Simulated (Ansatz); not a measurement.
```xyz
13
charge 0, multiplicity 1
B    -0.4046    1.1185   -1.2043
C     0.4383    0.1908   -0.3480
F     1.8113    0.1467   -0.6725
Si    0.3019    0.7257    1.4821
Si   -0.2381   -1.5914   -0.4863
H    -1.5756    1.1881   -0.9642
H     0.0778    1.7599   -2.0875
H     1.1773   -0.1609    2.2882
H    -1.1085    0.5919    1.9213
H     0.7498    2.1326    1.6343
H    -0.2091   -2.0352   -1.9024
H    -1.6293   -1.6220    0.0271
H     0.6289   -2.4796    0.3271
```

Describe the molecule in this file.

It has 13 atoms: 1 carbon, 8 hydrogen, 1 boron, 1 fluorine and 2 silicon (CH8BFSi2). Its SMILES string is `BC(F)([SiH3])[SiH3]`. It has no ring. Among its groups: C–F bond, Si–H bond, B–H bond. This geometry has Cs symmetry. Coordination: 1 B trigonal planar; 1 C tetrahedral; 2 Si tetrahedral.

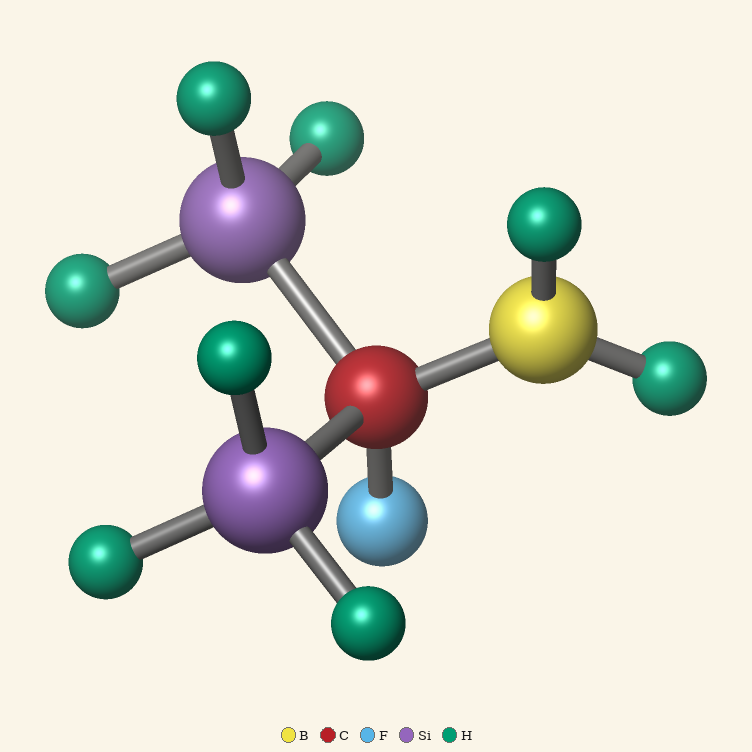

Simulated data, not a measurement (program: Ansatz).
